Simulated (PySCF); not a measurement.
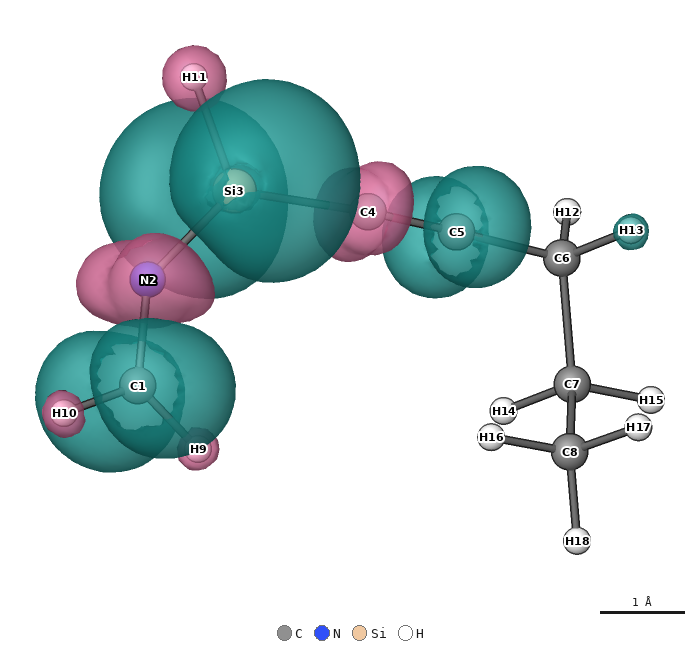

Figure. C6H10NSi (SMILES C=N[SiH]C#CCCC) (doublet). Isosurfaces of the spin density at +0.015 (teal) and −0.015 e/Å³ (pink), seen at a tilt.

Geometry: GFN2-xTB.

Computed with UKS B3LYP, pcH-1 on C H N Si, non-relativistic, mean-field spin-orbit, GIAO in PySCF 2.14.0, density-fitted response routines.

```yaml
atoms:
  - { symbol: C, position_ang: [3.6335, 0.0167, -1.4065] }
  - { symbol: N, position_ang: [3.5303, -0.9113, -0.5094] }
  - { symbol: Si, position_ang: [2.4114, -1.5810, 0.4984] }
  - { symbol: C, position_ang: [0.6435, -1.2137, 0.7681] }
  - { symbol: C, position_ang: [-0.5201, -0.9072, 0.9008] }
  - { symbol: C, position_ang: [-1.9088, -0.5256, 1.0395] }
  - { symbol: C, position_ang: [-2.3563, 0.3629, -0.1294] }
  - { symbol: C, position_ang: [-1.5572, 1.6587, -0.1900] }
  - { symbol: H, position_ang: [2.8222, 0.6626, -1.7233] }
  - { symbol: H, position_ang: [4.5969, 0.1589, -1.8745] }
  - { symbol: H, position_ang: [2.9763, -2.6473, 1.2914] }
  - { symbol: H, position_ang: [-2.5265, -1.4289, 1.0768] }
  - { symbol: H, position_ang: [-2.0381, 0.0138, 1.9839] }
  - { symbol: H, position_ang: [-2.2295, -0.1866, -1.0651] }
  - { symbol: H, position_ang: [-3.4188, 0.5891, -0.0122] }
  - { symbol: H, position_ang: [-0.4985, 1.4422, -0.3169] }
  - { symbol: H, position_ang: [-1.6817, 2.2300, 0.7281] }
  - { symbol: H, position_ang: [-1.8874, 2.2729, -1.0247] }
```

Question: Where is the unpaired spin?

Answer: The unpaired spin (1 electron) lies mostly on Si3 (about 0.5), C1 (about 0.3) and C5 (about 0.1), in electrons by Hirshfeld's partition.
